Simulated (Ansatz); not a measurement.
# SnF2 (SMILES [F][Sn][F]) at 6 levels

Aim: a comparison of 6 runs (B3LYP/STO-3G, CAM-B3LYP/STO-3G, revPBE/STO-3G, MP2/STO-3G, UCCSD(T)/STO-3G, FCI/STO-3G) of SnF2. 

The calculation is run with Ansatz 0.2.0.

54 further runs of the same task are left out: 21 that didn't finish, 33 set aside as unsound or not needed.

### 1 Starting point

SnF2: 3 atoms, total charge 0, spin state singlet. As SMILES, `[F][Sn][F]`. The F3–Sn1 distance was set to 5.191 Å, away from the relaxed value. At this shape a bond of the SMILES string is far longer than usual.

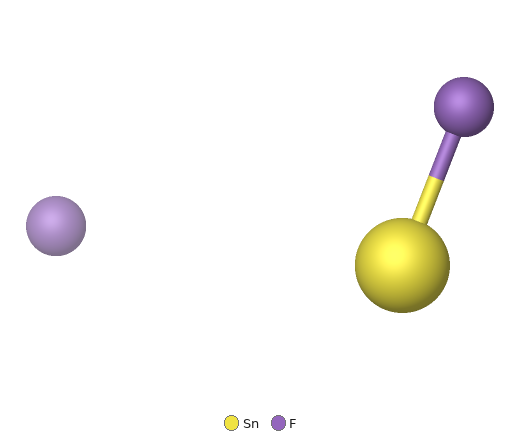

The structure, seen from a chosen angle (tin yellow, fluorine purple).

### 2 A single-point energy at B3LYP/STO-3G (run 1)

File in.yaml:

```yaml
crystal:
  periodic: [false, false, false]
  atoms:
    - {symbol: Sn, position_ang: [2.448630, -0.062085, -2.796002]}
    - {symbol: F, position_ang: [4.061650, -0.075755, -1.487792]}
    - {symbol: F, position_ang: [-1.623610, 0.028790, 0.422090]}
basis:
  gaussian: {orbitals: STO-3G}
hamiltonian: {xc: {name: B3LYP}}
total_charge: 0
accuracy: high
```

Command:

```bash
$ ansatz run in.yaml --threads 1 --pin off --max-ram 2610MiB --events-out events.jsonl --progress --plain --runs-dir runs
```

What it wrote:

```text
Warning: RAYON_NUM_THREADS=1 ignored (pool sized by the plan → 1); use --threads N
Functional definition: B3LYP
  name "B3LYP"
  parameter a0 = 0.2
  parameter ax = 0.72
  parameter ac = 0.81
  exchange = (1 - a0 - ax)*slater_x + ax*b88_x + a0*exact_x
  correlation = (1 - ac)*vwn_rpa_c + ac*lyp_c
625 factors; integrals over basis functions are off by at most 4.9e-9 eV
mean field evaluation 1: about -167661.3012 eV, gradient 1.9e1 eV
mean field evaluation 2: about -167301.6066 eV, gradient 4.1e0 eV
mean field evaluation 4: about -167590.5775 eV, gradient 1.8e2 eV
mean field evaluation 8: about -167670.1781 eV, gradient 1.8e1 eV
mean field evaluation 16: about -167671.4464 eV, gradient 4.6e-4 eV
mean field evaluation 32: about -167671.4476 eV, gradient 8.1e-3 eV
mean field evaluation 64: about -167671.4464 eV, gradient 4.6e-4 eV
mean field evaluation 96: about -167665.5404 eV, gradient 1.1e1 eV
mean field evaluation 128: about -167671.4479 eV, gradient 6.5e-3 eV
mean field evaluation 160: about -167666.6811 eV, gradient 2.9e1 eV
mean field evaluation 192: about -167671.4483 eV, gradient 5.5e-4 eV
mean field evaluation 224: about -167665.7180 eV, gradient 3.7e1 eV
mean field evaluation 256: about -167671.4471 eV, gradient 1.2e-2 eV
mean field -167671.44829498 eV, -6161.8120730508 hartree, gradient 9.4e-9 eV, S^2 0.000000; 12 other end points of the search recorded, 0 dependent functions left out
reference -167671.44832187 eV, -6161.8120740391 hartree; 34, 34 occupied and 3, 3 virtual orbitals, 625 factors
Total energy: -167671.44832187 eV, -6161.8120740391 hartree
```

It took 24 s on 1 thread of Arm Neoverse V1, shared host; peak memory 0.15 GiB.

### 3 The energy at CAM-B3LYP/STO-3G (run 2)

File input.yaml:

```yaml
crystal:
  periodic: [false, false, false]
  atoms:
    - {symbol: Sn, position_ang: [2.448630, -0.062085, -2.796002]}
    - {symbol: F, position_ang: [4.061650, -0.075755, -1.487792]}
    - {symbol: F, position_ang: [-1.623610, 0.028790, 0.422090]}
basis:
  gaussian:
    orbitals: STO-3G
accuracy: high
hamiltonian:
  xc: {name: CAM-B3LYP}
```

Command:

```bash
$ ansatz run input.yaml --threads 1 --pin off --max-ram 2610MiB --events-out events.jsonl --progress --plain --runs-dir runs
```

What it wrote, cut to the lines that bear on the results:

```text
Warning: RAYON_NUM_THREADS=1 ignored (pool sized by the plan → 1); use --threads N
Functional definition: CAM-B3LYP
  name "CAM-B3LYP"
[...]
625 factors; integrals over basis functions are off by at most 4.9e-9 eV
163 factors; integrals over basis functions are off by at most 2.1e-9 eV
[...]
mean field -167673.82002329 eV, -6161.8992324586 hartree, gradient 1.9e-8 eV, S^2 0.000000; 4 other end points of the search recorded, 0 dependent functions left out
reference -167673.82003617 eV, -6161.8992329320 hartree; 34, 34 occupied and 3, 3 virtual orbitals, 625 factors
Total energy: -167673.82003617 eV, -6161.8992329320 hartree
```

Run time: 5.4 s. Hardware: 1 thread of Arm Neoverse V1, shared host; peak memory 0.13 GiB.

Runs 3 to 5 aren't shown in full; the table further down has their settings and results.

### 4 A single-point energy at FCI/STO-3G (run 6)

File run.yaml:

```yaml
crystal:
  periodic: [false, false, false]
  atoms:
    - {symbol: Sn, position_ang: [2.448630, -0.062085, -2.796002]}
    - {symbol: F, position_ang: [4.061650, -0.075755, -1.487792]}
    - {symbol: F, position_ang: [-1.623610, 0.028790, 0.422090]}
basis:
  gaussian:
    orbitals: STO-3G
correlation:
  method: fci
  frozen_orbitals: {F: 1, Sn: 18}
accuracy: high
```

Command:

```bash
$ ansatz run run.yaml --threads 1 --pin off --max-ram 2610MiB --events-out events.jsonl --progress --plain --runs-dir runs
```

What it wrote, cut to the lines that bear on the results:

```text
Warning: RAYON_NUM_THREADS=1 ignored (pool sized by the plan → 1); use --threads N
Functional definition: HF
  name "HF"
[...]
625 factors; integrals over basis functions are off by at most 4.9e-9 eV
[...]
mean field -167594.34091049 eV, -6158.9784289361 hartree, gradient 2.0e-8 eV, S^2 0.000000; 6 other end points of the search recorded, 0 dependent functions left out; unrestricted orbitals would lower it
[...]
unrestricted determinant -167601.48101913 eV, -6159.2408230889 hartree, S^2 1.0126
20 core orbitals not correlated: weight in the atoms' cores, before any rotation towards them, 1.000 or more for the frozen orbitals, at most 0.000 for the correlated occupied ones
reference -167594.34091049 eV, -6158.9784289361 hartree; 14, 14 occupied and 3, 3 virtual orbitals, 625 factors
state -167603.27105745 eV, -6159.3066057837 hartree
Total energy: -167603.27105745 eV, -6159.3066057837 hartree
```

Run time: 6.6 s. Hardware: 1 thread of Arm Neoverse V1, shared host; peak memory 0.17 GiB.

### 5 The series

```tsv
run	level	frozen core orbitals	energy (Eh)	wall time
1	B3LYP/STO-3G	–	-6161.812074	24 s
2	CAM-B3LYP/STO-3G	–	-6161.899233	5.4 s
3	revPBE/STO-3G	–	-6161.486807	16 s
4	MP2/STO-3G	20	-6159.355584	2.6 s
5	UCCSD(T)/STO-3G	20	-6159.303923	14 s
6	FCI/STO-3G	20	-6159.306606	6.6 s
```

### 6 What came out

| quantity | value |
| --- | --- |
| run 6: total energy | -6159.30661 Eh |
| run 6: correlation energy (20 core orbitals frozen) | -328.2 mEh |

In words: Against full CI in this basis: MP2 -49.0 mEh; UCCSD(T) +2.7 mEh. Totals of different functionals can't be ranked against each other. In run 4 the log says that unrestricted orbitals would lower the reference, so the values rest on an unstable closed-shell determinant (other closed-shell runs at this shape may share the fault). In runs 1, 2, 3, 4, 5, 6 the basis is minimal, so the values are rough. In runs 1, 2, 3, 4 a closed-shell determinant meets a far-stretched bond, which it describes badly. In runs 1, 2, 3, 4, 5, 6 relativity is left out where basis or elements ask for it. Spin contamination of the reference: run 5 ⟨S²⟩ = 1.01. Where it is this large, the reference is a mixture of spin states, and values that rest on it are in doubt. All runs together took 69 s, the longest 24 s.
